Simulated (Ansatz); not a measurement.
The structure below was relaxed with PBE (Ansatz, a quantum-chemistry and plane-wave program, PAW, scalar-relativistic without spin-orbit coupling), at pressure 9 GPa.

```xyz
6
Lattice="4.4702 0.0000 0.0000 0.0000 4.4702 0.0000 0.0000 0.0000 3.1622" Properties=species:S:1:pos:R:3 pbc="T T T"
Ir     0.0000     0.0000     0.0000
Ir     2.2351     2.2351     1.5811
O      1.3802     1.3802     0.0000
O      3.6153     0.8548     1.5811
O      0.8548     3.6153     1.5811
O      3.0899     3.0899     0.0000
```

Problem. Find the space group and the Wyckoff positions.

Solution. Space group P4₂/mnm (No. 136); a = 4.4702 Å, b = 4.4702 Å, c = 3.1622 Å, α = 90.00°, β = 90.00°, γ = 90.00°

```csv
atom,site,symmetry,x,y,z
Ir,2a,m.mm,0.0000,0.0000,0.0000
O,4f,m.2m,0.3088,0.3088,0.0000
```

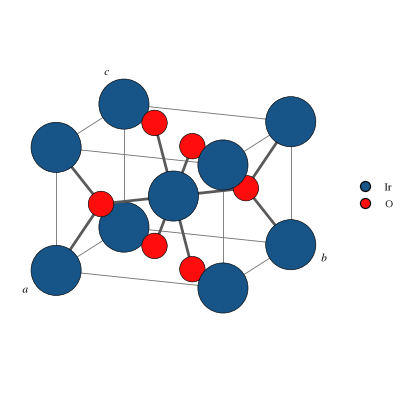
The conventional cell

Load acts through the strain it causes; cell and atoms are relaxed under it. No phonon test of stability was made. No other phases were tried under pressure. No Hubbard U is applied, and correlation can decide whether such a compound is a metal. The final runs are not spin-polarised. The cell was made from IrO2 in the rutile structure (space group P4_2/mnm, No. 136) by this change: pressure 9 GPa.
